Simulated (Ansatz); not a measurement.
All values below come from PBE (plane waves to 420 eV, PAW; Ansatz, an electronic-structure program).

Host crystal: wurtzite GaN, with a band gap (PBE, scalar-relativistic without spin-orbit coupling).

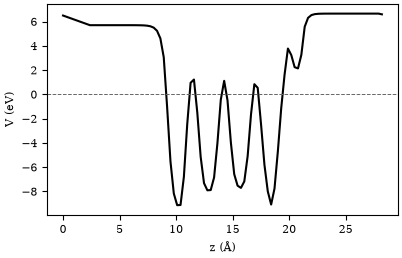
Fig. 1. Planar average of the electrostatic potential across the slab, in eV from the highest filled level, for OH on the 1x1 (10-10) surface of wurtzite GaN (cut with top plane Ga + N), one in a 1x1 cell, started at the site 'top Ga #2'

Set-up: 18 atoms, 9.3 Å thick at the start under the adsorbate (thin: gaps and levels are the slab's own); mesh 6x4x1; 0.01 eV smearing; dipole correction on; 8 atoms held, the rest relaxed; no symmetry held; spin-polarised, ending with about 1.0 μB a cell; orders that need a larger cell were not tried, no spin-orbit, no U, no dispersion correction. At the end it is bonded to Ga. In PBE it is, or lies within 0.03 eV of, the lowest of the starts that converged.

The vacuum level lies 6.66 eV above the highest filled level over the top face and 5.70 eV above it under the bottom face.
